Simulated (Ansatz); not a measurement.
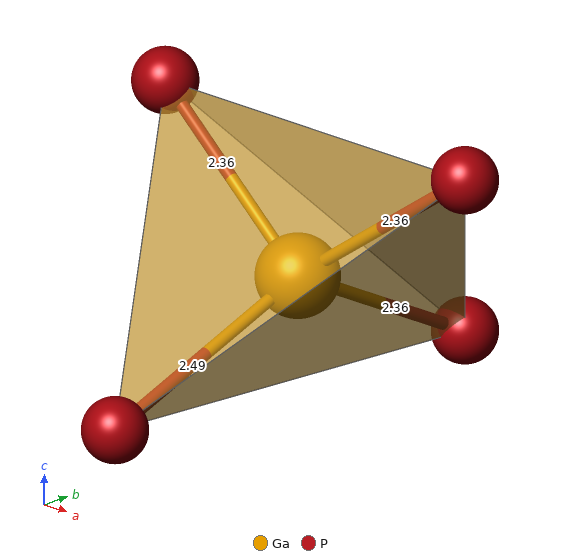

The GaP4 unit about Ga in Ga₂SbP₃. Source: coordinates from a relaxation with Ansatz 0.2.0, DFT, PBEsol, plane waves, PAW.

Ga2SbP3, space group Imm2 (No. 44), a = 3.851 Å, b = 13.937 Å, c = 4.760 Å, α = 90.00°, β = 90.00°, γ = 90.00°

| site | Wyckoff | x | y | z |
| --- | --- | --- | --- | --- |
| Ga | 4d | 0.0000 | 0.1661 | 0.2404 |
| Sb | 2b | 0.5000 | 0.0000 | 0.6851 |
| P1 | 4d | 0.0000 | 0.3181 | 0.0216 |
| P2 | 2a | 0.0000 | 0.0000 | 0.0498 |

Compute the usual distortion measures of this polyhedron.

Answer. It is closest to the tetrahedron.

```tsv
measure	value
mean bond length	2.389 Å
bond-length distortion index (Baur)	0.020
effective coordination number (Hoppe)	3.93
shape measure against the tetrahedron	1.73
shape measure against the see-saw	4.18
centre off the ligands' centroid by	0.19 Å
polyhedral volume	6.61 Å³
quadratic elongation	1.040
bond-angle variance	146.4 deg²
τ4	0.84
```
